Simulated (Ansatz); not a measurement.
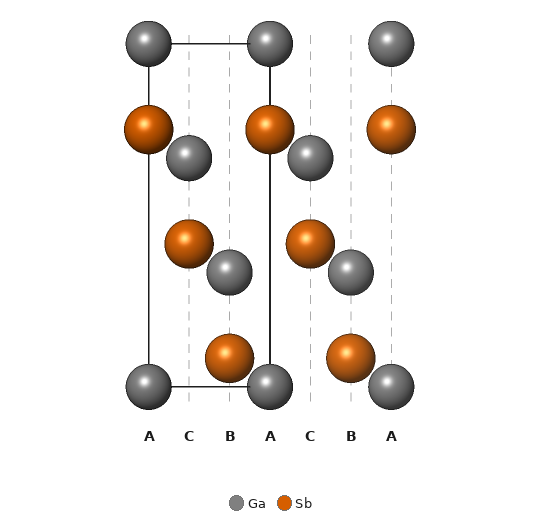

The picture looks along a close-packed row of the hexagonal mesh; [111] points upwards. The dashed lines mark the three columns A (0, 0), B (1/3, 2/3) and C (2/3, 1/3). The box is the hexagonal cell of the face-centred cubic lattice. The sequence starts with the first layer at or above the cell's origin.

GaSb. Coordinates: the end point of a relaxation with Ansatz 0.2.0, DFT, HSE06, plane waves, PAW.

Q: List the layers of one repeat.

A: Ga(A) – Sb(B) – Ga(B) – Sb(C) – Ga(C) – Sb(A) (six layers in 10.65 Å).

Q: How are the Sb layers alone stacked?

A: Sb layers alone: BCA, the cubic close-packed type.

Q: Which positions between or in the Sb layers do the other atoms fill?

A: Ga: three tetrahedral sites, counted in one hexagonal cell.

Q: What short polytype symbol fits?

A: Polytype symbol 3C, the symbol of a tetrahedral polytype (number of double layers in the repeat and lattice).
